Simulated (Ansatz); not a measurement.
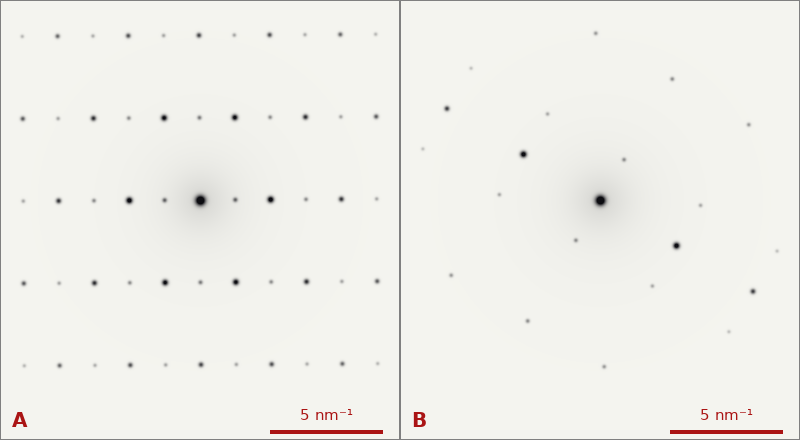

Kinematic electron diffraction patterns (200 kV, B = 0.5 Å², same scale, each along a low-index zone) of two structures of composition RbGe2, each relaxed at zero pressure with DFT PBE, scalar-relativistic, plane waves, PAW in Ansatz.

The structures (standard cells):
1. I4/mmm (No. 139), a = 3.817 Å, c = 12.576 Å, 6 atoms; generated start, possibly hypothetical
2. I4_1/amd (No. 141), a = 4.987 Å, c = 14.936 Å, 12 atoms; generated start, possibly hypothetical

Question: Which pattern belongs to which structure, and along which zone?

Answer: A is structure 1 along [110] or an equivalent direction: rectangular net of 0 0 2 at d = 6.29 Å and 1 -1 0 at d = 2.70 Å, 90.0° apart. B is structure 2 along [101] or an equivalent direction: rectangular net of 1 0 -1 at d = 4.73 Å and 0 2 0 at d = 2.49 Å, 90.0° apart (some points of this net are extinct or too weak to see).

Question: Which structure lies lowest at this level of theory, and by how much?

Answer: Structure 2 (I4_1/amd, 30.96 Å³ an atom) is the lowest of these; structure 1 (I4/mmm, 30.54 Å³ an atom) lies about 70 meV an atom higher. These are static energies at 0 K; other structures, not shown, may lie lower still.
